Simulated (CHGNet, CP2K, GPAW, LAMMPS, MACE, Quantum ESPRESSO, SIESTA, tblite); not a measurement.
# tblite runs on glassy 68SiO2-14MgO-11ZnO-7BaO (mol %) (75 atoms)

How near does tblite come to plane waves for glassy 68SiO2-14MgO-11ZnO-7BaO (mol %) (75 atoms)?

Program: tblite 0.8.0. Level of theory: the method is named at each step. Results are calculated unless marked as measured.

## (1) Starting point

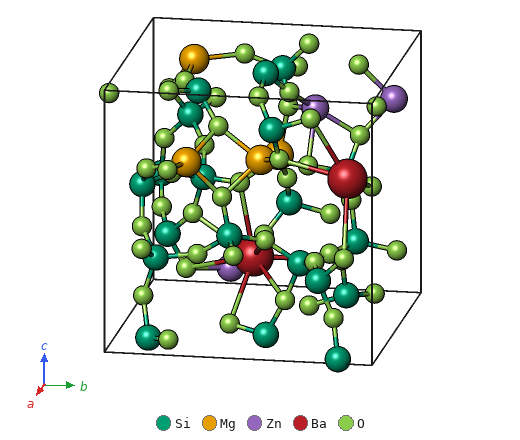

The cell as given, slightly off an axis (silicon teal, magnesium orange, zinc purple, barium red, oxygen green). Bonds to atoms that aren't drawn are left out. Some periodic images of atoms are drawn too.

The cell holds 75 atoms: 19 Si, 4 Mg, 3 Zn, 2 Ba and 47 O. Its edges and angles: a = 10.485 Å, b = 10.485 Å, c = 10.485 Å, α = 90.0°, β = 90.0°, γ = 90.0°. 75 atoms (19 Si, 4 Mg, 3 Zn, 2 Ba, 47 O) placed at random at 2.67 g/cm³, melted at 4000 K for 10 ps at fixed volume with the Morse and Coulomb pair potential with partial charges (Pedone, Malavasi, Menziani, Cormack and Segre, J. Phys. Chem. B 110, 11780 (2006)). Quenched from 4000 K to 300 K at 25 K/ps and fixed volume, held 5 ps, then minimised at fixed cell.

The yardstick, on the same geometry:

| Quantity | Value |
| --- | --- |
| method | Kohn-Sham DFT, PBE, SSSP efficiency 1.3.0 pseudopotentials, plane waves (Quantum ESPRESSO 7.5); sssp-pbe-1.3.0-efficiency, cutoffs 60/480 Ry, Γ point |
| r.m.s. force component | 0.9196 eV/Å |
| longest force | 3.232 eV/Å |
| pressure | 1.366 GPa |
| gap (highest filled to lowest empty level) | 2.891 eV |
| time | 3 min on 4 MPI ranks of Arm Neoverse V2, shared host |
| CPU time | 12 min |

## (2) GFN1-xTB

Method: GFN1-xTB tight binding, diagonalisation.

Contents of run.py:

```python
import numpy as np
from ase.io import read
from tblite.ase import TBLite

atoms = read("structure.xyz")
atoms.calc = TBLite(method="GFN1-xTB", electronic_temperature=580, accuracy=1.0, max_iterations=250, mixer_damping=0.4, verbosity=1)
energy = atoms.get_potential_energy()
forces = atoms.get_forces()
print(f"energy {energy:.6f} eV")
print("forces (eV/A)")
for i, (a, f) in enumerate(zip(atoms, forces)):
    print(f"{i:4d} {a.symbol:2s} {f[0]:10.5f} {f[1]:10.5f} {f[2]:10.5f}")
stress = -atoms.get_stress(voigt=False) * 160.21766
print("stress (GPa, compression positive)")
for row in stress:
    print(" ".join(f"{x:10.4f}" for x in row))
print("charges (e)")
print(np.array2string(atoms.get_charges(), precision=4, suppress_small=True, max_line_width=110, threshold=100000))
```

Contents of structure.xyz:

```xyz
75
Lattice="10.48540 0.00000 0.00000 0.00000 10.48540 0.00000 0.00000 0.00000 10.48540" Properties=species:S:1:pos:R:3 pbc="T T T"
Si 8.07386 4.45483 4.21419
Si 4.16858 8.69586 3.12287
Si 3.88159 2.66528 5.31232
Si 6.38079 0.73524 5.62531
Si 4.85579 8.46287 6.06937
Si 1.31739 1.68668 7.05709
Si 8.90913 1.43178 0.21621
Si 9.45563 6.37072 8.93398
Si 0.31603 0.36972 4.35962
Si 9.75247 8.23261 3.07233
Si 6.37890 2.92752 9.48111
Si 6.92351 7.01557 2.92364
Si 8.09127 1.57071 3.20444
Si 2.01152 5.43637 9.28912
Si 10.18321 9.09179 0.09259
Si 2.96254 1.09803 2.70785
Si 0.62231 5.43720 3.53777
Si 2.67420 8.04754 0.51808
Si 6.89960 5.66788 10.46737
Mg 8.48122 2.84867 7.19907
Mg 3.00889 5.46101 6.09789
Mg 3.07841 2.16429 9.78969
Mg 6.89866 5.46143 6.97761
Zn 1.23088 3.24817 0.96917
Zn 3.40283 10.05015 8.68485
Zn 4.47622 7.16415 8.46308
Ba 4.16061 4.69714 2.31906
Ba 8.87883 9.22967 6.96094
O 7.70436 2.00795 9.80123
O 2.44058 6.54950 10.45101
O 5.93620 6.41497 9.47450
O 7.55536 1.11093 6.59804
O 5.96326 9.64825 5.86994
O 1.58099 5.52727 4.78229
O 8.22349 1.10390 1.69717
O 2.52258 2.46071 6.20599
O 2.25688 3.99127 9.87672
O 7.93661 4.13985 5.72576
O 10.23690 9.33914 4.14278
O 3.18096 7.96660 2.05902
O 8.70655 6.52852 7.56165
O 7.74724 3.13660 3.33037
O 5.05302 1.63688 5.75156
O 2.96705 5.82852 8.05499
O 1.55111 0.60941 3.37431
O 3.93203 10.26248 2.77528
O 4.27144 4.17046 5.28475
O 0.01835 2.46805 7.42618
O 3.94828 8.47493 4.71036
O 0.45171 5.74107 8.95065
O 7.00750 5.64775 3.80033
O 2.13021 1.00649 8.29542
O 1.30994 8.90902 0.24672
O 9.70214 8.83374 1.59347
O 0.76795 0.57062 5.89961
O 6.76403 3.78124 8.20776
[... 15 atom lines left out ...]
O 3.75325 8.73612 10.08947
O 5.02020 2.15318 9.46003
O 6.98412 0.82730 4.11174
O 9.59110 4.88515 3.85915
```

Started as:

```bash
$ OMP_NUM_THREADS=1 python run.py > output.txt
```

Output:

```text
------------------------------------------------------------
  cycle        total energy    energy error   density error
------------------------------------------------------------
      1     -243.8200828548  -2.4501377E+02   1.0877936E+00
      2      840.8426508667   1.0846627E+03   1.3763698E+00
      3      390.2340738318  -4.5060858E+02   1.2223002E+00
      4      322.9471320156  -6.7286942E+01   9.5127361E-01
      5     -155.8472133685  -4.7879435E+02   4.1642295E-01
      6     -199.7109663148  -4.3863753E+01   3.1135744E-01
      7     -246.9233045457  -4.7212338E+01   2.0401650E-01
      8     -225.7327626983   2.1190542E+01   2.3048648E-01
      9     -13.86952059051   2.1186324E+02   5.4663432E-01
     10     -64.12107311405  -5.0251553E+01   4.7174585E-01
     11     -77.87340120661  -1.3752328E+01   4.4472472E-01
     12     -129.8929586107  -5.2019557E+01   3.7714089E-01
     13     -205.0498913015  -7.5156933E+01   2.5537030E-01
     14     -262.3230044044  -5.7273113E+01   1.3420529E-01
     15     -265.5240649239  -3.2010605E+00   8.6426360E-02
     16     -261.2986993503   4.2253656E+00   1.0044937E-01
     17     -267.9074037027  -6.6087044E+00   6.7113624E-02
     18     -269.5638487671  -1.6564451E+00   3.3776542E-02
     19     -270.1141342760  -5.5028551E-01   1.8369544E-02
     20     -270.2953791083  -1.8124483E-01   1.1765411E-02
     21     -270.3163251802  -2.0946072E-02   6.6946546E-03
     22     -270.2207719370   9.5553243E-02   1.1492227E-02
     23     -270.2907132330  -6.9941296E-02   7.3356724E-03
     24     -270.3161923410  -2.5479108E-02   4.5159992E-03
     25     -270.3181378503  -1.9455093E-03   3.5034352E-03
     26     -270.3195108618  -1.3730115E-03   1.5758758E-03
     27     -270.3202630726  -7.5221080E-04   2.8744498E-04
     28     -270.3201596671   1.0340545E-04   4.4520280E-04
     29     -270.3203377007  -1.7803360E-04   7.0572392E-05
     30     -270.3203383911  -6.9036707E-07   3.7568175E-05
     31     -270.3203389388  -5.4768975E-07   1.1537114E-05
------------------------------------------------------------
 total:                                   3.338 sec
energy -7355.791093 eV
forces (eV/A)
   0 Si    0.12855    0.51943   -1.21909
   1 Si   -0.23219    0.16386    0.07886
   2 Si   -0.78025   -0.88931   -0.28522
   3 Si    0.20623   -0.76446   -0.03935
   4 Si    0.49842   -0.14219   -0.27197
   5 Si    0.62684   -0.37053   -0.36122
   6 Si    0.06870   -0.40788    0.38241
   7 Si    0.09842    1.11177    0.15618
   8 Si   -0.16086    0.00769    0.41739
   9 Si    0.23765    0.15118    0.13606
  10 Si    0.25214    0.73374    0.54224
  11 Si   -0.26830   -0.59734   -0.01618
  12 Si    0.19671   -0.32415    0.51502
  13 Si    0.40847    0.53356    0.21059
  14 Si    0.14443   -0.39693   -0.59425
  15 Si    0.12154   -0.09651    0.27973
  16 Si   -0.04107   -0.29094   -0.59795
  17 Si   -0.55888    0.06376    0.20120
  18 Si   -0.30805   -0.57216    0.43269
  19 Mg   -0.33755   -0.53815   -0.31743
  20 Mg   -0.21576   -0.31168   -0.46800
  21 Mg    0.09495    0.09094   -0.10202
  22 Mg    0.45734   -0.01034    0.18849
  23 Zn   -0.86382    0.31140    0.36924
[...]
67 O     0.19995    0.99388   -2.44968
  68 O     0.56402   -0.94587    0.73221
  69 O    -0.33413    0.38991   -1.26997
  70 O     0.93495   -0.05672   -0.04271
  71 O     2.13459    1.63383   -2.04534
  72 O    -2.82002   -1.44791    0.32980
  73 O    -0.59965   -0.85199   -1.03856
  74 O     0.20696   -0.28357    0.25754
stress (GPa, compression positive)
   -3.5085     0.8196    -1.3331
    0.8196    -2.8627    -0.0616
   -1.3331    -0.0616    -1.6038
charges (e)
[ 0.8966  0.9117  0.8796  0.8738  0.8737  0.8755  0.8878  0.8706  0.8849  0.9032  0.8835  0.8894  0.9075
  0.8801  0.8876  0.8861  0.8611  0.889   0.8821  0.8437  0.7906  0.7615  0.8017  1.048   1.0403  1.0767
  1.225   1.2039 -0.4612 -0.5058 -0.6622 -0.7066 -0.5069 -0.6617 -0.4485 -0.4563 -0.6678 -0.6251 -0.4985
 -0.4752 -0.7109 -0.4556 -0.4344 -0.6553 -0.4319 -0.4374 -0.6846 -0.6275 -0.4629 -0.441  -0.5024 -0.66
 -0.4661 -0.4238 -0.5161 -0.6301 -0.4769 -0.6859 -0.6681 -0.4521 -0.45   -0.5265 -0.5084 -0.6133 -0.6962
 -0.5398 -0.469  -0.6872 -0.4372 -0.4991 -0.4555 -0.6714 -0.6555 -0.467  -0.4402]
```

Run time: 3.8 s. Hardware: 1 thread of Arm Neoverse V2, shared host; peak memory 0.11 GiB.

Banners, paths, timers and routine set-up lines are dropped from the logs unmarked, and long logs keep their key lines alone; longer cuts are marked.

Compared with the plane-wave run:

```
r.m.s. force component                  : 1.007 eV/Å
r.m.s. difference of force components   : 502.4 meV/Å
longest difference of force vectors     : 1995 meV/Å
force difference over r.m.s. force      : 54.64 %
slope of forces against the reference's : 0.9506
correlation of force components         : 0.8679
pressure                                : -2.658 GPa
pressure difference                     : -4.024 GPa
```

Length of the force difference by element (eV/Å):

```csv
element,atoms,mean,most
Ba,2,0.66,0.77
Mg,4,0.44,0.66
O,47,0.50,1.3
Si,19,1.3,2.0
Zn,3,0.61,1.00
```

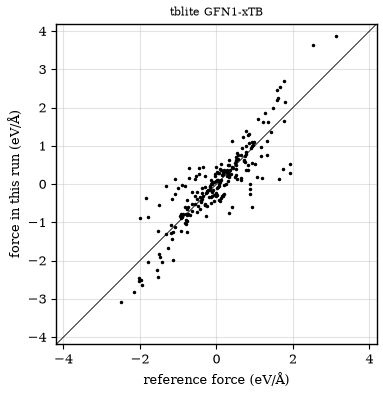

Force components against those of the reference; the line marks equality.

The surroundings of O38, which bears the longest force, nearest first, numbered as they follow in the input and with coordinates relative to it.

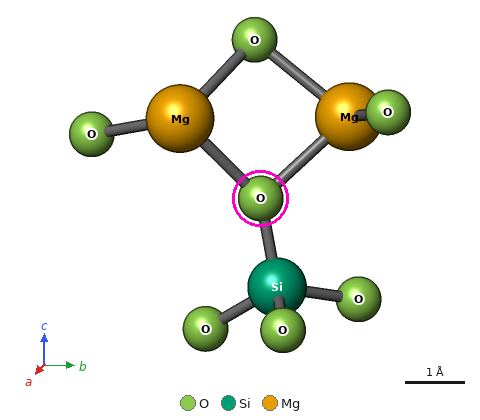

The atoms of the table, within 3.2 Å (arrows a, b, c point along x, y, z); some may hide others; the central atom is ringed.

```csv
atom,x,y,z,distance (Å),Mulliken charge (e),Fx,Fy,Fz (eV/Å)
O38,0.00,0.00,0.00,0.00,-0.63,-0.41,-0.31,3.88
Si1,0.14,0.31,-1.51,1.55,0.90,0.13,0.52,-1.22
Mg20,0.54,-1.29,1.47,2.03,0.84,-0.34,-0.54,-0.32
Mg23,-1.04,1.32,1.25,2.10,0.80,0.46,-0.01,0.19
O75,1.65,0.75,-1.87,2.60,-0.44,0.21,-0.28,0.26
O42,-0.19,-1.00,-2.40,2.60,-0.46,-0.81,0.60,-1.01
O51,-0.93,1.51,-1.93,2.62,-0.50,-1.31,-0.44,0.81
O56,-1.17,-0.36,2.48,2.77,-0.63,0.77,1.29,-3.07
O41,0.77,2.39,1.84,3.11,-0.71,-1.22,0.55,-2.63
O32,-0.38,-3.03,0.87,3.17,-0.71,2.19,0.46,2.25
```

Atoms are counted from 1 here, from 0 in the log.

Forces lie 55 % from the reference's, at 0.0053 times its CPU time (on 1 against 4 cores).

## (3) Summary of results

| Quantity | Value |
| --- | --- |
| force difference from the reference | tblite GFN1-xTB, 55 % |
| its CPU time | 3.8 s |

What this shows: Tight binding differs by 55 % (tblite GFN1-xTB); it is another model, with fitted parameters of its own, and the xTB methods hold dispersion. One electronic-structure run takes under half the reference's CPU time: tblite GFN1-xTB, at 55 % in 3.8 s against 12 min; its pressure misses by -4.0 GPa. Periodic xTB results under one method name differ between programs and library versions. The reference's pressure holds the uncorrected Pulay stress of its 60 Ry basis, so small pressure differences, and their order, may be the reference's own error. The quench rate of 25 K/ps is many orders above laboratory rates, so the cell is likely richer in defects and strain than a real sample. The network of bonds at the start is that of the classical potential that made the cell, and needn't be the one that DFT or experiment would give. The reference's stress is far from hydrostatic: its diagonal is -0.3, 1.5, 2.9 GPa, compression counted positive. The electronic-structure runs sample only Γ, in a cell whose shortest periodic width is 10 Å. Spin–orbit coupling is left out, which matters for the levels of the heavy elements.

[Also dropped from logs without a mark: logging warnings of Python, and SIESTA's first energy breakdown and zero terms.]

[Logs are printed without paths, hosts, clocks, repeated set-up lines and the standing remarks that a program may print on its own settings, such as how far it seeks lower states.]

[Hosts, paths, dates, database ids (printed as entryN), source tags and the programs' standing remarks are cut or masked in the printed files.]
